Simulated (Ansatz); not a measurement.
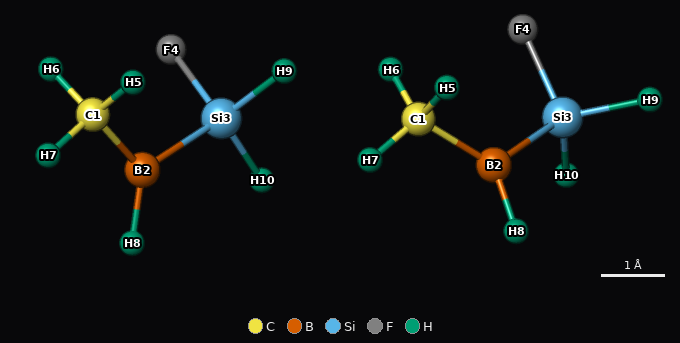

Two geometries of CH6BFSi, drawn at one scale. One is the start of a relaxation, the other its converged end. A ball-and-stick model, seen from a free direction.

Computed with RKS PBE0-D4/def2-SVP in Ansatz 0.2.0. Set-up: no spin polarisation; force threshold 0.02 eV/Å; at most 50 steps.

**Which of the two is the end point?**

The right one is the relaxed one. The run prepares an end point of a later path (hydrogen shift) calculation, from a guessed geometry. The largest move after the best rigid fit is that of H8, 1.06 Å. Largest moves by element: H 1.06 Å, F 0.60 Å, B 0.30 Å, C 0.26 Å, Si 0.10 Å. Some distances before and after: Si3–F4 1.758 → 1.638 Å, B2–Si3 1.913 → 2.011 Å, C1–H7 1.151 → 1.101 Å, Si3–H10 1.469 → 1.498 Å. Among the angles between lasting bonds that change: B2–C1–H5 112.5° → 102.3°, H6–C1–H7 104.1° → 111.1°, B2–C1–H7 109.3° → 114.8°. Groups turn about B2–Si3 by about 60°, C1–B2 by about 40°. The energy falls by 13.5 kcal/mol in 14 accepted moves (15 points after the start). The largest force component goes from 2.9 to 0.017 eV/Å. The line search rejected the trial step at point 10 of the run. The run took 25 s on 2 threads of Intel(R) Xeon(R) Platinum 8488C (Sapphire Rapids), with other jobs on the host, peak memory 0.19 GiB.
